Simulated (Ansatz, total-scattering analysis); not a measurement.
## hydrogen peroxide: neutron diffraction with isotope substitution

Two samples of hydrogen peroxide (22 H2O2; O 50.0, H 50.0 atom %; 310 K, fixed volume (mean pressure 1.1 GPa); ρ₀ = 0.1020 Å⁻³) differ only in the isotope of H: D (b = 6.6681 fm) and H (b = -3.7395 fm). Other lengths: O 5.8037 fm. The data are simulated by ab initio molecular dynamics with Ansatz (PBE, plane waves, PAW default files, Langevin thermostat, no spin, fixed volume, H with the mass of D). The average runs over 0.85 ps of 88 atoms, so shells between rare elements are rough. Mean temperature 320 K, largest m.s.d. 0.84 Å², energy drift +1 meV an atom (last third less first, no steady trend), Langevin friction 10 ps⁻¹; the first quarter of the run is discarded. Start: last frame of a classical run of this cell at the same density and temperature. So short a stretch relaxes bonds and nearest shells but still remembers its start. It is a liquid as far as so short a run tells. The partials come from the cell's reciprocal vectors below 4 Å⁻¹ and from g(r) above; absorption, incoherent and inelastic scattering are left out. F(Q) = Σ ci cj bi bj (Sij − 1), in barn per steradian and atom:

```tsv
Q (Å⁻¹)	2H	1H	difference
0.9	-0.340	-0.234	-0.105
1.2	-0.272	-0.227	-0.045
1.5	-0.157	-0.210	0.052
1.8	0.141	-0.126	0.267
2.1	0.267	-0.040	0.307
2.4	0.059	0.050	0.009
2.7	-0.008	0.058	-0.067
3.0	-0.066	-0.011	-0.055
3.3	-0.043	-0.025	-0.019
3.6	-0.041	-0.050	0.008
3.9	-0.031	-0.029	-0.002
4.2	-0.031	0.000	-0.031
4.5	-0.040	0.031	-0.071
4.8	-0.052	0.055	-0.106
5.1	-0.060	0.069	-0.129
5.4	-0.064	0.073	-0.137
5.7	-0.059	0.063	-0.123
6.0	-0.039	0.042	-0.081
6.3	-0.009	0.015	-0.025
6.6	0.013	-0.011	0.024
6.9	0.026	-0.035	0.061
7.2	0.041	-0.050	0.091
7.5	0.056	-0.056	0.111
7.8	0.060	-0.053	0.112
8.1	0.049	-0.042	0.092
8.4	0.034	-0.026	0.059
8.7	0.020	-0.006	0.026
9.0	0.009	0.010	0.000
9.3	-0.001	0.018	-0.019
9.6	-0.008	0.021	-0.029
9.9	-0.009	0.021	-0.030
10.2	-0.010	0.016	-0.026
10.5	-0.014	0.011	-0.024
10.8	-0.022	0.008	-0.030
```

The first difference in real space, ΔG(r), in barn (from the pair functions, so without the broadening of a finite Q range):

```
r (Å)  first difference G(r)
 0.50                 -0.377
 0.58                 -0.377
 0.66                 -0.377
 0.74                 -0.377
 0.82                 -0.377
 0.90                 -0.324
 0.98                  5.043
 1.06                  0.464
 1.14                 -0.375
 1.22                 -0.377
 1.30                 -0.377
 1.38                 -0.370
 1.46                 -0.344
 1.54                 -0.295
 1.62                 -0.199
 1.70                 -0.133
 1.78                 -0.030
 1.86                  0.385
 1.94                  0.572
 2.02                  0.023
 2.10                 -0.198
 2.18                 -0.193
 2.26                 -0.136
 2.34                 -0.104
 2.42                 -0.114
 2.50                 -0.103
 2.58                 -0.099
 2.66                 -0.117
 2.74                 -0.099
 2.82                 -0.084
 2.90                 -0.057
 2.98                 -0.045
 3.06                 -0.026
 3.14                 -0.008
 3.22                  0.026
 3.30                  0.026
 3.38                  0.035
 3.46                  0.054
 3.54                  0.044
```

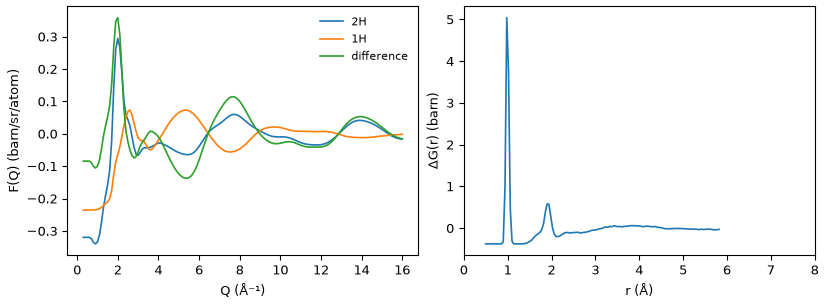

**Question.** Which pairs survive in the difference, and what is the first shell of H?

Pairs without H cancel. ΔG(r) = Σ W [g(r) − 1] with W = 2 c(H) c(j) b(j) Δb, and c(H)² (b₁² − b₂²) for H–H: H–O 0.3020, H–H 0.0762 barn. At small r, ΔG → −ΣW = -0.378; in this finite cell the H–H term carries (N − 1)/N with N = 44 atoms of H, which gives -0.377.

The first feature, at 0.99 Å, is H–O. n = 4πρ₀ c(O)/W ∫ r² [ΔG − ΔG(0)] dr up to 1.26 Å gives 1.0 O around each H; the coordinates give 1.00 up to 1.26 Å.

Shells of H from the coordinates: O–H at 0.99 Å, 1.0 neighbours to 1.26 Å; H–H at 2.41 Å, 4.0 neighbours to 2.85 Å, a soft count (first peaks with a usable minimum only). Counts average over all H, whatever molecule they sit on, and second peaks of a pair (H two bonds away, hydrogen bonds) add features between 1.5 and 2.5 Å that aren't listed. The structure is taken to be the same for both isotopes, which holds least well for H and D.

[Logs are printed without paths, hosts, clocks, repeated set-up lines and the standing remarks that a program may print on its own settings, such as how far it seeks lower states.]
